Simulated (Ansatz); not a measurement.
**Amorphous silicon oxynitride (Si$_{24}$O$_{36}$N$_{8}$)**

Preparation: random packing, a CHGNet melt and quench, and a DFT relaxation. O and N atoms were pushed apart under 1.9 Å during the dynamics, to hinder bonds among them. The hot cell started wider than the set density and was brought back towards it in steps. It is the lowest in DFT energy of 2 quenches. It is a model cell: composition and starting density were chosen by hand, and all elements were melted together. No dispersion term was used.

Methods: PBE, scalar-relativistic without spin-orbit coupling (Ansatz, a quantum-chemistry and plane-wave program); r2SCAN, scalar-relativistic without spin-orbit coupling (Ansatz). Geometry, pressure, stress and energy are those of the PBE run. Its sampling: a 2×2×2 Γ-centred mesh; Fermi-Dirac width 0.02 eV; no spin polarisation. Other functionals are single points at the zone centre (r2SCAN at 500 eV), free to take moments where seeds were set.

```json
{
  "number_of_atoms_in_the_cell": "68",
  "Density (volume relaxed, without dispersion)": "2.37 g/cm^3",
  "volume_per_atom": "14.03 Å³",
  "Pressure on a 2×2×2 Γ-centred mesh": "0.00 GPa",
  "Largest force and stress component on that mesh (the relaxation ran on the zone centre alone)": "0.03 eV/Å and 2.9 GPa",
  "Gap on a 2×2×2 Γ-centred mesh (PBE)": "4.15 eV",
  "Gap at the zone centre (PBE)": "4.15 eV",
  "Gap at the zone centre (r2SCAN)": "4.73 eV"
}
```

Bonds are counted up to Si-Si 2.60 Å, Si-O 1.90 Å, Si-N 2.00 Å, O-O 1.58 Å, O-N 1.64 Å, N-N 1.70 Å. Two cations that share two anions don't count as bonded, nor two that share one unless they lie closer than Si-Si 2.38 Å.

```json
{
  "Mean coordination of Si by anions": "4.00 (24 with 4)",
  "Mean coordination of O": "2.00 (36 with 2)",
  "Mean coordination of N": "3.00 (8 with 3)",
  "Mean Si-O bond": "1.644 Å (spread 0.024 Å, 72 counted)",
  "Mean Si-N bond": "1.738 Å (spread 0.024 Å, 24 counted)"
}
```

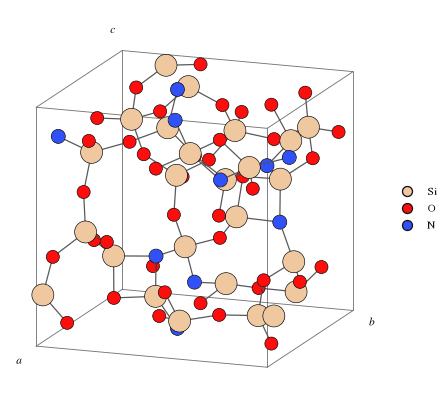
The relaxed cell

Its density started from a set value of 2.36 g/cm³. The simulated quench (nominally 300 K/ps over its main leg) is rapid and tends to freeze in more defects than a deposited or slowly cooled glass has. Values belong to this one cell and scatter from quench to quench. The volume was free in the relaxation, at fixed shape. Stress components on the final sampling reach 2.9 GPa.
